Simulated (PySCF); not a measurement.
System: C₃H₉FGeO (SMILES OC[C@H](F)[CH2][GeH3]).

Input

```
{"job": {"kind": "uv", "xc": "CAM-B3LYP", "basis": "def2-SVPD", "nstates": 8, "ntriplets": 3}, "charge": 0, "multiplicity": 1}
O      1.407734     1.428110     1.052096
C      1.390694     0.773310    -0.183687
C      0.952374    -0.693794    -0.087551
F      0.892893    -1.176264    -1.386628
C     -0.419175    -0.883364     0.532367
Ge    -1.838164    -0.008130    -0.532375
H      0.500772     1.555341     1.354748
H      0.725268     1.276648    -0.902429
H      2.411905     0.817168    -0.570223
H      1.714700    -1.291193     0.429407
H     -0.630858    -1.953807     0.566449
H     -0.407888    -0.529910     1.563655
H     -1.856980     1.474227    -0.295394
H     -3.167847    -0.527258    -0.089905
H     -1.679841    -0.253095    -1.989406
```

Command:

```sh
OMP_NUM_THREADS=1 python probes_run.py task.json out
```

Geometry: GFN2-xTB.

The calculation used CAM-B3LYP/def2-SVPD, SCF density, gas phase in PySCF 2.14.0.

> What can the converged electron density and electron localisation function tell about the bonding?

C–F (1.39 Å): the density is about 2 e/Å³ at the midpoint, with its minimum of 1.6 e/Å³ about 0.5 Å from C; the ELF peaks at about 0.85 between the atoms: a polar covalent bond.
C–O (1.40 Å): ρ is about 2.1 e/Å³ halfway, with its minimum of 1.8 e/Å³ about 0.5 Å from C; the ELF peaks at about 0.90 between the atoms (a polar covalent bond).
C–C (1.53 Å): the density is about 1.7 e/Å³ at the midpoint; the ELF peaks at about 1 between the atoms (localised, covalent bonding).

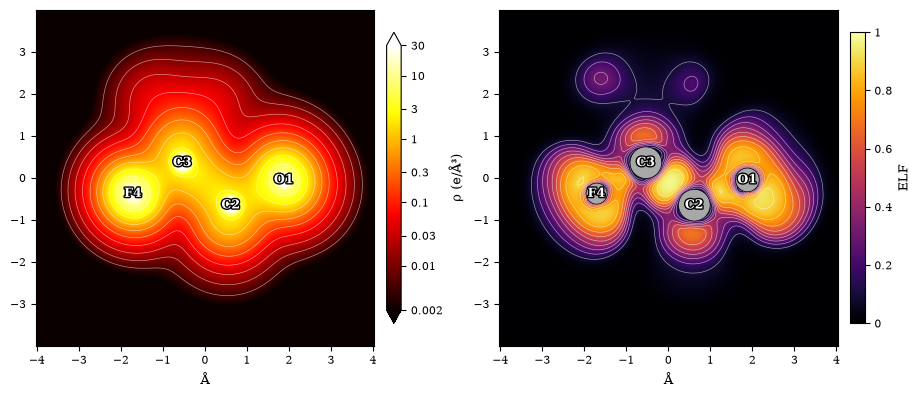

Computed electron density and electron localisation function on the plane of atoms O1, C2 and C3, in this order. Grey discs cover the atomic cores in the ELF map. 
